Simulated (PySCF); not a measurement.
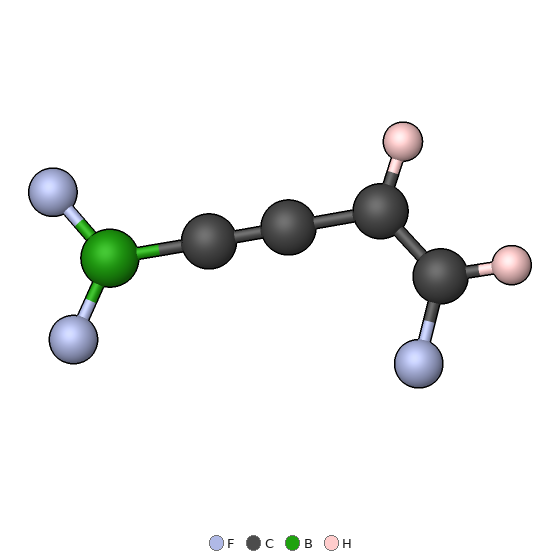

Structure of C₄H₂BF₃, SMILES F/C=C\C#CB(F)F.

Vertical TDDFT excitations, PBE0/def2-SVPD in PySCF 2.14.0, at a GFN2-xTB geometry (no frequency check), gas phase.

Where does it absorb, and how strongly?

The lowest singlet lies at 4.67 eV (265 nm, f = 0.001); the brightest of the first 6 is S2 at 5.07 eV (244 nm), f = 0.380, mainly HOMO → LUMO (87 %). No singlet lies below 3.1 eV (beyond 400 nm), so at this level no vertical transition falls in the visible.


```csv
state,E (eV),λ (nm),f,main character
S1,4.67,265,0.001,HOMO−1 → LUMO (98 %)
S2,5.07,244,0.380,HOMO → LUMO (87 %)
S3,6.12,203,0.001,HOMO → LUMO+1 (92 %)
S4,6.92,179,0.107,HOMO−2 → LUMO (73 %)
S5,7.21,172,0.000,HOMO → LUMO+3 (70 %)
S6,7.56,164,0.070,HOMO−1 → LUMO+2 (62 %)
```

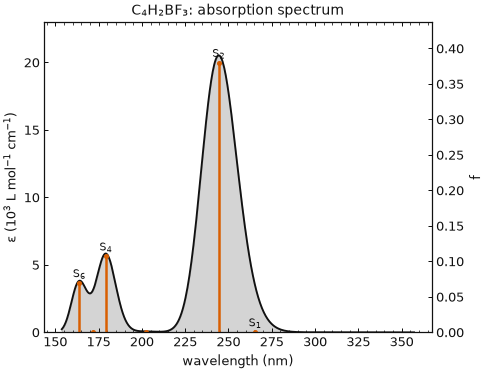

Only the first 6 singlet excitations are included; each is broadened by a Gaussian of 1/e half-width 0.30 eV. Sticks give oscillator strengths (right axis).

Caveats: the tight-binding geometry is rougher than a DFT one and adds to the error; core orbitals are frozen in the response.
